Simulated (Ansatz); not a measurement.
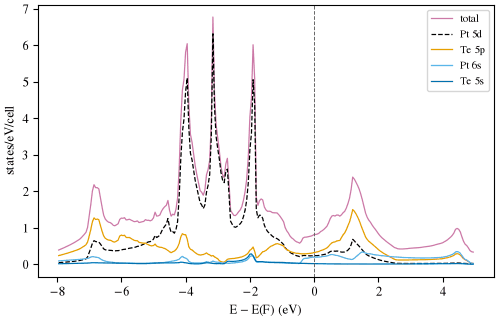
Total and projected density of states of TePt (CsCl type, Pm-3m), the program Ansatz at the r²SCAN level (PAW)

### Question
Which orbitals carry the states next to the Fermi level?

### Answer
Within 0.5 eV of the Fermi level: Te 5p 42 %, Pt 5d 30 %, Pt 6s 21 %, outside the projected shells 6 %. Projections are on Löwdin-orthogonalised atomic valence shells; empty p or d shells of many metals are not among them.

### Question
Where is the tallest occupied peak in this window, and what makes it?

### Answer
Near -3.1 eV, about 6.8 states/eV per cell; the largest projected share is Pt 5d.

The start of the workflow was typed in or built on a structure type; neither database checked (COD, Materials Project) lists it. COD files the formula under space group No. 166, 194, so this cell is another polymorph or a model. Its standing as an ambient phase is unchecked. The cell was relaxed with r²SCAN under the symmetry of its start; whether a distortion lowers the energy is not shown. The run is not spin-polarised. Its formation energy is positive at this level, so the cell may be metastable or incomplete. Spin–orbit coupling is left out wherever it is not named.

Potentials: the earlier of the program's two PAW sets.
